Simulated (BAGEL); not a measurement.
# SClO2F (sulfuryl chloride fluoride) at HF/6-31G(d) (density fitting with cc-pvqz-jkfit, spherical functions)

Aim: the vertical singlet–triplet gap of SClO2F (sulfuryl chloride fluoride) at HF/6-31G* (density fitting with cc-pvqz-jkfit, spherical functions), from 2 runs. 

The results are computed with BAGEL 1.2.2.

## 1. The system as given

The species is SClO2F (5 atoms), meant as a singlet with charge 0. SMILES: `O=S(=O)(F)Cl`. Geometry: relaxed at PBE0-D4/def2-TZVP.

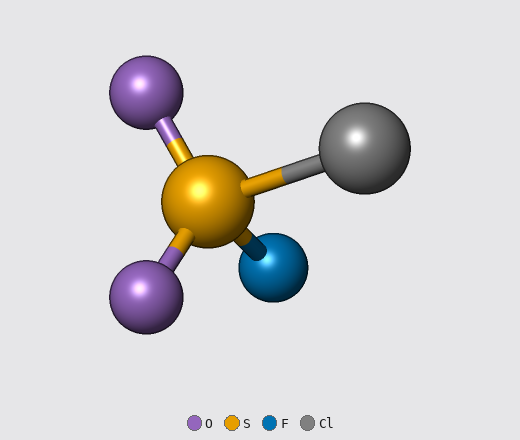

Viewed from a chosen angle; oxygen purple, sulfur amber, fluorine blue, chlorine grey.

## 2. The energy at HF/6-31G(d) (density fitting with cc-pvqz-jkfit, spherical functions)

calc.json

```json
{ "bagel" : [

{
  "title" : "molecule",
  "basis" : "6-31gs.json",
  "df_basis" : "cc-pvqz-jkfit",
  "angstrom" : true,
  "geometry" : [
    { "atom" : "O", "xyz" : [   -0.123540,   -0.162690,    1.503010 ] },
    { "atom" : "S", "xyz" : [    0.100210,   -0.145140,    0.111160 ] },
    { "atom" : "O", "xyz" : [    1.158000,   -0.828940,   -0.522160 ] },
    { "atom" : "F", "xyz" : [   -1.214690,   -0.608760,   -0.568390 ] },
    { "atom" : "Cl", "xyz" : [    0.080010,    1.745540,   -0.523620 ] }
  ]
},
{
  "title" : "hf"
},
{
  "title" : "print",
  "file" : "orbitals.molden",
  "orbitals" : true
}

]}
```

The basis set 6-31G* is read from a file made from the Basis Set Exchange's data (not shown).

Launch:

```bash
$ BAGEL_NUM_THREADS=1 BAGEL calc.json > calc.out
```

What it wrote:

```text
* using 1 threads per process

  ===============================================================
  ===============================================================

  *** Geometry ***

  { "atom" : "O", "xyz" : [     -0.233457,     -0.307440,      2.840277 ] },
  { "atom" : "S", "xyz" : [      0.189369,     -0.274275,      0.210062 ] },
  { "atom" : "O", "xyz" : [      2.188303,     -1.566470,     -0.986739 ] },
  { "atom" : "F", "xyz" : [     -2.295431,     -1.150390,     -1.074101 ] },
  { "atom" : "Cl", "xyz" : [      0.151197,      3.298593,     -0.989498 ] },

  Number of auxiliary basis functions:      614

  Since a DF basis is specified, we compute 2- and 3-index integrals:
    o Being stored without compression. Storage requirement is 0.030 GB

  Number of basis functions:       78
  Number of electrons      :       58

    * METHOD: MOLECULE                             0.40

  *** RHF ***

  === Nuclear Repulsion ===
   344.6736438269

      * DIIS with orbital gradients will be used.

  === RHF iteration (6-31gs.json) ===
      0      -1105.66589580          0.02976180           0.11
      1      -1105.83226238          0.02294701           0.10
      2      -1106.04345154          0.00129575           0.11
      3      -1106.04456958          0.00060750           0.10
      4      -1106.04481105          0.00011544           0.10
      5      -1106.04482636          0.00003158           0.10
      6      -1106.04482805          0.00001105           0.10
      7      -1106.04482826          0.00000278           0.10
      8      -1106.04482827          0.00000102           0.10
      9      -1106.04482827          0.00000045           0.10
     10      -1106.04482827          0.00000016           0.10
     11      -1106.04482827          0.00000006           0.10
     12      -1106.04482827          0.00000001           0.10
     13      -1106.04482827          0.00000001           0.10
    * SCF iteration converged.

    * Permanent dipole moment:
           (    0.301637,    -0.552273,     0.372593) a.u.

    * METHOD: HF                                   1.64

    * METHOD: PRINT                                0.02

  ===============================================================
```

It took 2.2 s on 1 thread of Arm Neoverse V1, shared host; peak memory 0.13 GiB.

## 3. The triplet, same level

job.json

```json
{ "bagel" : [

{
  "title" : "molecule",
  "basis" : "6-31gs.json",
  "df_basis" : "cc-pvqz-jkfit",
  "angstrom" : true,
  "geometry" : [
    { "atom" : "O", "xyz" : [      -0.123540,      -0.162690,       1.503010 ] },
    { "atom" : "S", "xyz" : [       0.100210,      -0.145140,       0.111160 ] },
    { "atom" : "O", "xyz" : [       1.158000,      -0.828940,      -0.522160 ] },
    { "atom" : "F", "xyz" : [      -1.214690,      -0.608760,      -0.568390 ] },
    { "atom" : "Cl", "xyz" : [       0.080010,       1.745540,      -0.523620 ] }
  ]
},

{ "title" : "uhf", "nopen" : 2 },

{ "title" : "print", "file" : "orbitals.molden", "orbitals" : true }

]}
```

The basis set 6-31G* is read from a file made from the Basis Set Exchange's data (not shown).

Launch:

```bash
$ BAGEL_NUM_THREADS=1 BAGEL job.json > job.out
```

What it wrote:

```text
* using 1 threads per process

  ===============================================================
  ===============================================================

  *** Geometry ***

  { "atom" : "O", "xyz" : [     -0.233457,     -0.307440,      2.840277 ] },
  { "atom" : "S", "xyz" : [      0.189369,     -0.274275,      0.210062 ] },
  { "atom" : "O", "xyz" : [      2.188303,     -1.566470,     -0.986739 ] },
  { "atom" : "F", "xyz" : [     -2.295431,     -1.150390,     -1.074101 ] },
  { "atom" : "Cl", "xyz" : [      0.151197,      3.298593,     -0.989498 ] },

  Number of auxiliary basis functions:      614

  Since a DF basis is specified, we compute 2- and 3-index integrals:
    o Being stored without compression. Storage requirement is 0.030 GB

  Number of basis functions:       78
  Number of electrons      :       58

    * METHOD: MOLECULE                             0.41

  *** Open-shell HF ***

  === Nuclear Repulsion ===
   344.6736438269

      * DIIS with orbital gradients will be used.

  === UHF iteration (6-31gs.json) ===
      0      -1105.43920553          0.05347350           0.23
      1      -1105.60269723          0.04316350           0.22
      2      -1105.70588048          0.03253079           0.22
      3      -1105.82948368          0.00174052           0.22
      4      -1105.83209740          0.00115213           0.22
      5      -1105.83330736          0.00052214           0.22
      6      -1105.83380788          0.00023111           0.22
      7      -1105.83390818          0.00007672           0.22
      8      -1105.83392558          0.00003018           0.21
      9      -1105.83393041          0.00001729           0.21
     10      -1105.83393198          0.00001042           0.21
     11      -1105.83393254          0.00000461           0.21
     12      -1105.83393262          0.00000205           0.21
     13      -1105.83393264          0.00000116           0.21
     14      -1105.83393264          0.00000066           0.21
     15      -1105.83393264          0.00000032           0.20
     16      -1105.83393264          0.00000017           0.20
     17      -1105.83393264          0.00000010           0.20
     18      -1105.83393264          0.00000006           0.21
     19      -1105.83393264          0.00000003           0.21
     20      -1105.83393264          0.00000002           0.21
     21      -1105.83393264          0.00000001           0.20
    * SCF iteration converged.

    * S^2 (UHF) is 2.0157

    * Permanent dipole moment:
           (    0.260385,    -1.331345,     0.602788) a.u.

    * METHOD: UHF                                  4.89

    * METHOD: PRINT                                0.02

  ===============================================================
```

Wall time 5.7 s (1 thread of Arm Neoverse V1, shared host); peak memory 0.13 GiB.

## 4. Outcome

At HF/6-31G* (density fitting with cc-pvqz-jkfit, spherical functions):

```
                                        quantity           value
                           singlet: total energy  -1106.04483 Eh
                          singlet: dipole moment          1.86 D
                            singlet: HOMO energy       -13.98 eV
                            singlet: LUMO energy         2.14 eV
                          singlet: HOMO–LUMO gap        16.12 eV
                           triplet: total energy  -1105.83393 Eh
                          triplet: dipole moment          3.77 D
                                   triplet: ⟨S²⟩           2.016
vertical energy of the triplet above the singlet        5.739 eV
```

In words: At this shape the triplet lies 5.74 eV (554 kJ/mol) above the singlet.
